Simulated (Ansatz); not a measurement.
## How the geometry moves the gap of ZnSe (Stilleite)

Wanted: the change of the gap of ZnSe (Stilleite) on relaxing cell and ions.

Calculated with Ansatz 0.2.0; PBE, HSE06 and G0W0, plane waves, PAW.

**What was measured.**

- Gap 2.695 ± 0.003 eV: excitonic gap from free-exciton PL, not corrected for exciton binding; photoluminescence; 300 K; bulk crystal (Bridgman-grown crystal, polished and etched) (“Alloy Disordering Effects on the Thermal Conductivity and Energy Gap Temperature Dependence of Cd1−xZnxSe Ternary Crystals Grown by the Bridgman Method”, 2023, pmc:10253836).

This is a report of a sequence of runs, with most program output left out.

## 1. Starting point

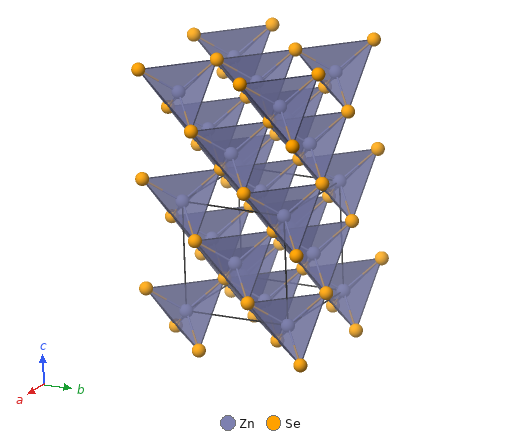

The cell as given, slightly off an axis (zinc blue, selenium orange). 1×1×2 cells are drawn. This picture shows the conventional cell, with its axes. Some periodic images of atoms are drawn too.

The cell and positions come from the Crystallography Open Database and are kept as given unless a step says otherwise. The default PAW set here is soft_2. Its files were made with PBE.

## 2. PBE bands at the given cell

The cheap functional maps the bands first; the places of the edges decide which points the dearer methods must see.

This step: DFT, PBE, plane waves, PAW.

File input.yaml:

```yaml
crystal:
  lattice:
    - [0.0, 2.8338, 2.8338]
    - [2.8338, 0.0, 2.8338]
    - [2.8338, 2.8338, 0.0]
  atoms:
    - { symbol: Zn, position: [0.0, 0.0, 0.0] }
    - { symbol: Se, position: [0.25, 0.25, 0.25] }
kpoints:
  mp_grid: { grid: [8, 8, 8] }
  band_path:
    path:
      - [[0.0, 0.0, 0.0], [-0.5, -0.5, 0.0], [-0.375, -0.375, 0.25]]
      - [[-0.375, 0.0, 0.375], [0.0, 0.0, 0.0], [0.0, 0.0, 0.5], [-0.5, -0.25, 0.25], [-0.5, -0.5, 0.0]]
    npoints: 10
hamiltonian:
  xc: pbe
scf:
  occupations: { method: fermi_dirac, width: 0.02 }
  n_extra_bands: 4
output:
  eigenvalues: true
  write_density: true
  write_potential: true
  elf: true
  volumetric_format: npy
```

Launch:

```
> ansatz run input.yaml --threads 3 --pin off --max-ram 92160MiB --backend cuda --events-out ev --progress --plain --runs-dir out --devices 1 --max-vram 13GiB  # rebuilt from the run's record
```

It took 6.1 s on 1 × NVIDIA H100 80GB HBM3 (shared by 6 runs) with 3 threads of AMD EPYC 7R13 (Zen 3), shared host; peak memory 0.93 GiB; 5.8 s of CPU time.

This step gave:

```
filled bands         : 14
gap                  : 1.288 eV
valence top at       : Γ
conduction bottom at : Γ
least direct gap     : 1.288 eV
```

The gap is direct, at Γ.

## 3. The relaxed cell

Cell and ions were relaxed with PBE; that run is not shown. It left this cell:

It takes space group F-43m (No. 216, cubic). Conventional cell: a = 5.732 Å, b = 5.732 Å, c = 5.732 Å, α = 90.00°, β = 90.00°, γ = 90.00°. Nearest to Zn lie 4 Se at 2.48 Å. Nearest to Se lie 4 Zn at 2.48 Å. Farther neighbours and most contacts between anions are not listed.

## 4. PBE at the relaxed cell

The cell differs from the one that the last finished run ended in (a 4.008 → 4.053 Å, b 4.008 → 4.053 Å, c 4.008 → 4.053 Å).

Edit input.yaml of step 2 so:

```diff
@@ -2,5 +2,5 @@
   lattice:
-    - [0.0, 2.8338, 2.8338]
-    - [2.8338, 0.0, 2.8338]
-    - [2.8338, 2.8338, 0.0]
+    - [0.0, 2.8662271711, 2.8662271711]
+    - [2.8662271711, 0.0, 2.8662271711]
+    - [2.8662271711, 2.8662271711, 0.0]
   atoms:
```

Run time: 11 s. Hardware: 1 × NVIDIA H100 80GB HBM3 (shared by 6 runs) with 3 threads; peak memory 0.91 GiB; 5.4 s of CPU time.

This step gave:

| Property | Result |
| --- | --- |
| gap | 1.153 eV |
| valence top at | Γ |
| conduction bottom at | Γ |
| least direct gap | 1.153 eV |

The gap is direct, at Γ.

## 5. HSE06 at the relaxed cell

HSE06 mixes in a quarter of exact exchange at short range. Exchange couples all pairs of k points, which makes a full band path dear, so levels are read on the mesh and at chosen points.

This step: DFT, HSE06, plane waves, PAW.

input.yaml, the sections that differ from step 4:

```yaml
kpoints:
  mp_grid: { grid: [4, 4, 4] }
  band_path:
    path:
      - [0.0, 0.0, 0.0]
      - [-0.5, -0.5, 0.0]
      - [-0.375, -0.375, 0.25]
      - [-0.375, 0.0, 0.375]
      - [0.0, 0.0, 0.5]
      - [-0.5, -0.25, 0.25]
    npoints: 1
hamiltonian:
  xc: hse06
scf:
  occupations: { method: fixed }
  n_extra_bands: 4
# crystal, output: as in step 4
```

Wall time 23 s (1 × NVIDIA H100 80GB HBM3 (shared by 6 runs) with 3 threads); peak memory 1.1 GiB; 18 s of CPU time.

Numbers from this step:

```yaml
gap: 2.283 eV
valence_top_at: Γ
conduction_bottom_at: Γ
least_direct_gap: 2.283 eV
```

The gap stands +1.13 eV against PBE.

## 6. G0W0 at the relaxed cell

Now the one-shot GW correction: screening in the RPA, then the self-energy of the levels asked for.

This step: G0W0 on PBE, plane waves, PAW.

File input.yaml:

```yaml
crystal:
  lattice:
    - [0.0, 2.8662271711, 2.8662271711]
    - [2.8662271711, 0.0, 2.8662271711]
    - [2.8662271711, 2.8662271711, 0.0]
  atoms:
    - { symbol: Zn, position: [0.0, 0.0, 0.0] }
    - { symbol: Se, position: [0.25, 0.25, 0.25] }
kpoints:
  mp_grid: { grid: [6, 6, 6] }
hamiltonian:
  xc: pbe
scf:
  occupations: { method: fixed }
gw:
  n_empty_bands: 140
  ecut_chi: 120
  qp_bands: [v2, c2]
  qp_kpoints: band_edges
  screening: { model: contour_deformation }
```

Run time: 29 s. Hardware: 1 × NVIDIA H100 80GB HBM3 (shared by 6 runs) with 3 threads; peak memory 1.2 GiB; 40 s of CPU time.

This step gave:

| Item | Value |
| --- | --- |
| bands summed | 154 |
| RPA ε∞ on this mesh (eigenvalues) | 9.044, 9.044, 9.044 |
| plane waves in the screening matrix | 137 |
| G0W0 gap on the mesh | 2.191 eV |
| k of the valence top | 0, 0, 0 |
| k of the conduction bottom | 0, 0, 0 |
| starting gap on the mesh | 1.152 eV |
| least direct G0W0 gap on the computed points | 2.191 eV |

The gap on the mesh goes from 1.15 eV to 2.19 eV, a correction of +1.04 eV. Between the two edge states, bare exchange in place of the xc potential would open the gap by 6.81 eV, and correlation takes back 5.77 eV.

## 7. G0W0 at the given cell

input.yaml, the sections that differ from step 6:

```yaml
crystal:
  lattice:
    - [0.0, 2.8338, 2.8338]
    - [2.8338, 0.0, 2.8338]
    - [2.8338, 2.8338, 0.0]
  atoms:
    - { symbol: Zn, position: [0.0, 0.0, 0.0] }
    - { symbol: Se, position: [0.25, 0.25, 0.25] }
gw:
  n_empty_bands: 135
  ecut_chi: 120
  qp_bands: [v2, c2]
  qp_kpoints: band_edges
  screening: { model: contour_deformation }
# kpoints, hamiltonian, scf: as in step 6
```

Wall time 33 s (1 × NVIDIA H100 80GB HBM3 (shared by 6 runs) with 3 threads); peak memory 1.2 GiB.

This step gave:

| Quantity | Value |
| --- | --- |
| bands summed | 149 |
| RPA ε∞ on this mesh (eigenvalues) | 8.519, 8.519, 8.519 |
| plane waves in the screening matrix | 137 |
| G0W0 gap on the mesh | 2.374 eV |
| k of the valence top | 0, 0, 0 |
| k of the conduction bottom | 0, 0, 0 |
| starting gap on the mesh | 1.287 eV |
| least direct G0W0 gap on the computed points | 2.374 eV |

The gap on the mesh goes from 1.29 eV to 2.37 eV, a correction of +1.09 eV. Between the two edge states, bare exchange in place of the xc potential would open the gap by 6.94 eV, and correlation takes back 5.86 eV.

## 8. Together

G0W0 rows are gaps on the mesh, lowered by the amount that the mesh misses the start's edges, a rough step that assumes the same correction there.

| level | given cell (eV) | relaxed cell (eV) | change (eV) |
| --- | --- | --- | --- |
| PBE | 1.29 | 1.15 | −0.13 |
| HSE06 | - | 2.28 | - |
| G0W0@PBE | 2.37 | 2.19 | −0.18 |

## 9. Summary of results

| Quantity | Value |
| --- | --- |
| volume change | +3.5 % |
| PBE, given cell | 1.29 eV |
| PBE, relaxed cell | 1.15 eV |
| HSE06, relaxed cell | 2.28 eV |
| G0W0@PBE, relaxed cell | 2.19 eV |
| G0W0@PBE, given cell | 2.37 eV |
| known limits | not at the basis limit; no spin-orbit coupling |

What this shows: Relaxation changes the volume by +3.5 % and the gap by −0.13 eV (PBE) and −0.18 eV (G0W0@PBE). Bands and cutoff are finite, so the gap is not at the basis limit. The miss can reach some tenths of an eV and take either sign; the mesh is an error of its own. The many-body steps are scalar-relativistic: spin-orbit coupling is not in them.

[Paths, hosts, dates, memory and timing lines, banners, echoed tables and standing remarks are left out of the program output.]

[Logs are printed without paths, hosts, clocks, repeated set-up lines and the standing remarks that a program may print on its own settings, such as how far it seeks lower states.]

[Runs of the session that timed out or met a known fault of the program may be left out.]

[Cells called generated may have been cut or substituted from an entry of the Crystallography Open Database or the Materials Project.]

[Hosts, paths, dates, database ids (printed as entryN), source tags and the programs' standing remarks are cut or masked in the printed files.]
